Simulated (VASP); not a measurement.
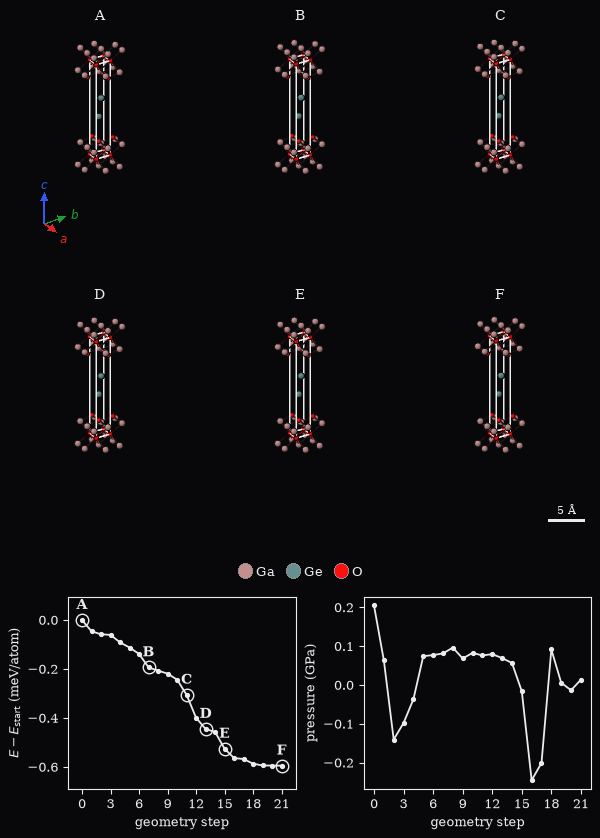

Frames of a relaxation of solid Ga$_{2}$Ge$_{2}$O$_{3}$ (a generated structure, set up in P-3m1), marked on the history of the run. The picture is a ball-and-stick view of the cell of the calculation, seen slightly off an axis.

The run lets cell and atoms move.

Theory: Kohn-Sham DFT of a periodic cell, PBE, VASP PAW PBE potentials, recommended in VASP 6.6.1.

Input file:
```
SYSTEM = Ga2Ge2O3
PREC     = Accurate       ! precision mode
ENCUT    = 520            ! plane-wave cutoff, eV
EDIFF    = 1E-7           ! SCF threshold, eV
ISMEAR   = 0              ! smearing method
SIGMA    = 0.1            ! smearing width, eV
LREAL    = .FALSE.        ! projectors in reciprocal space
LASPH    = .TRUE.         ! aspherical terms in the spheres
NELM     = 120            ! most SCF steps
ALGO     = Normal         ! electronic algorithm
ISIF     = 3              ! what is computed and relaxed
LWAVE    = .FALSE.        ! write WAVECAR
LCHARG   = .FALSE.        ! write CHGCAR
GGA      = PE             ! functional
IBRION   = 2              ! ionic algorithm
NSW      = 60             ! ionic steps
EDIFFG   = -0.005         ! ionic threshold
POTIM    = 0.3            ! step
KPAR     = 4
```

Launched with:
```bash
cat potpaw_PBE.64/Ga_d/POTCAR potpaw_PBE.64/Ge_d/POTCAR potpaw_PBE.64/O/POTCAR > POTCAR
mpirun -np 4 vasp_std > vasp.out
```

### Describe the path.

The energy falls by 0.6 meV per atom in 21 geometry steps. The largest force component goes from 0.0075 to 0.0014 eV/Å. Pressure: 0.20 GPa at the start and 0.01 GPa at the end. The largest moves relative to the cell, 0.062 Å, are those of O atoms. Largest moves by element: O 0.062 Å, Ga 0.040 Å, Ge 0.036 Å. The volume changes by +2.9 %, with a = b unchanged at 3.018 Å, c 13.862 → 14.272 Å (+3.0 %). The space group stays P-3m1 (No. 164). From step 0 to 7: volume +0.6 %, energy −0.2 meV per atom. From step 7 to 11: volume +0.5 %, energy −0.1 meV per atom. From step 11 to 13: O atoms move most (0.03 Å), volume +1.3 %, energy −0.1 meV per atom. From step 13 to 15: energy −0.1 meV per atom. From step 15 to 21: O atoms move most (0.02 Å), volume +0.5 %, energy −0.1 meV per atom.

| step | E − E(0), meV/atom | largest force component, eV/Å | pressure, GPa | volume, Å³/atom |
| --- | --- | --- | --- | --- |
| 0 | 0.00 | 0.0075 | 0.20 | 15.623 |
| 1 | -0.05 | 0.0177 | 0.06 | 15.651 |
| 2 | -0.06 | 0.0337 | -0.14 | 15.688 |
| 3 | -0.06 | 0.0281 | -0.10 | 15.679 |
| 4 | -0.09 | 0.0276 | -0.04 | 15.681 |
| 5 | -0.11 | 0.0472 | 0.07 | 15.685 |
| 6 | -0.14 | 0.0348 | 0.08 | 15.693 |
| 7 | -0.19 | 0.0521 | 0.08 | 15.719 |
| 8 | -0.21 | 0.1002 | 0.10 | 15.770 |
| 9 | -0.22 | 0.0813 | 0.07 | 15.750 |
| 10 | -0.24 | 0.0775 | 0.08 | 15.761 |
| 11 | -0.31 | 0.0664 | 0.08 | 15.794 |
| 12 | -0.40 | 0.0468 | 0.08 | 15.860 |
| 13 | -0.44 | 0.0817 | 0.07 | 15.993 |
| 14 | -0.46 | 0.0713 | 0.06 | 15.954 |
| 15 | -0.53 | 0.0498 | -0.02 | 16.000 |
| 16 | -0.56 | 0.0162 | -0.25 | 16.118 |
| 17 | -0.57 | 0.0182 | -0.20 | 16.092 |
| 18 | -0.59 | 0.0133 | 0.09 | 16.078 |
| 19 | -0.59 | 0.0109 | 0.01 | 16.083 |
| 20 | -0.59 | 0.0069 | -0.01 | 16.084 |
| 21 | -0.59 | 0.0014 | 0.01 | 16.083 |

Limits of the set-up: layers or molecules are held without a dispersion correction, so their spacing is unreliable.
